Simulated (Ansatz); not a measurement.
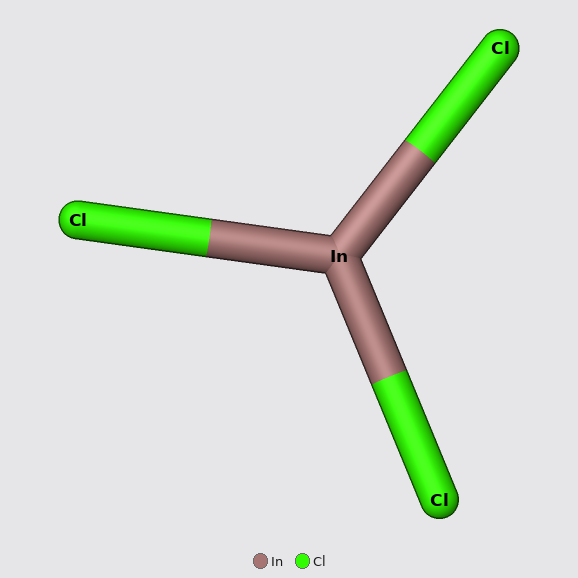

Stick drawing of a structure. Every bond is drawn as one stick, whatever its order.

The geometry was computed by an optimisation with PBE0-D4/def2-TZVP.

Description:

The molecule is InCl3. The point group is D3h. All atoms lie on one plane. Coordination: 1 In trigonal planar.

More results for the same structure follow; atom numbers are the same in all pictures, views and colours differ.

### Electronic properties

Level of theory: RKS PBE0-D4/def2-TZVPP, core potentials on In (Ansatz 0.2.0).

> Estimate the HOMO–LUMO gap.

6.57 eV.

> What is the HOMO energy (Kohn–Sham orbital)?

−9.46 eV.

### Charges

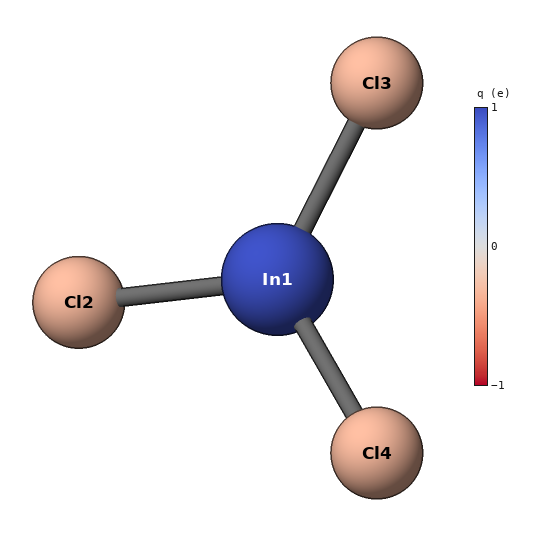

Atoms are coloured by their Mulliken charges. Method: RKS PBE0-D4/def2-TZVP, core potentials on In (Ansatz 0.2.0).

List the Mulliken charges.

```
atom  value (e)
 In1       0.97
 Cl2      −0.32
 Cl3      −0.32
 Cl4      −0.32
```

### Thermal motion

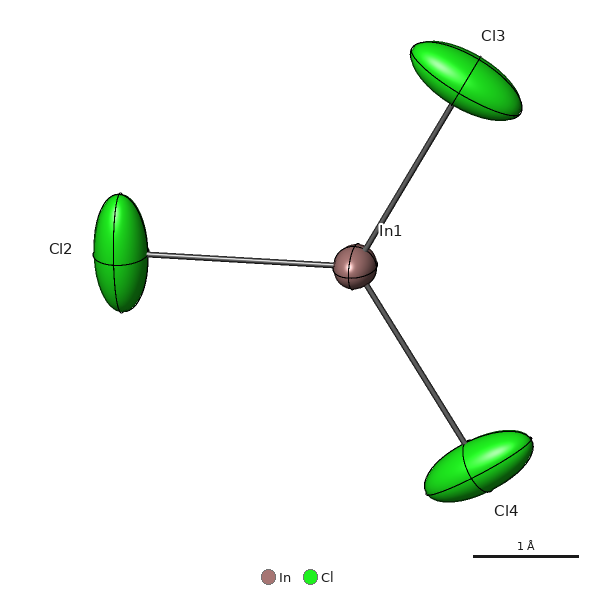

Displacement ellipsoids at the 50 % level, enlarged 3 times, from the internal vibrations of the free molecule (harmonic, no overall translation or rotation; no half-axis is drawn under 0.075 Å). Vibrations computed with RKS PBE0-D4/def2-TZVP, core potentials on In (Ansatz 0.2.0). Temperature: 400 K.

> Which atom has the largest mean-square displacement?

Cl2, Cl3, Cl4, with U_eq = 0.0081 Å².

Give the displacement parameters, one line for each set of equivalent atoms.

| atom | U_eq (Å²) | rms amplitudes (Å) |
| --- | --- | --- |
| In1 | 0.0026 | 0.044, 0.044, 0.062 |
| Cl2, Cl3, Cl4 | 0.0081 | 0.056, 0.067, 0.129 |

Mulliken values depend strongly on the basis set and can even reverse the polarity of a bond.
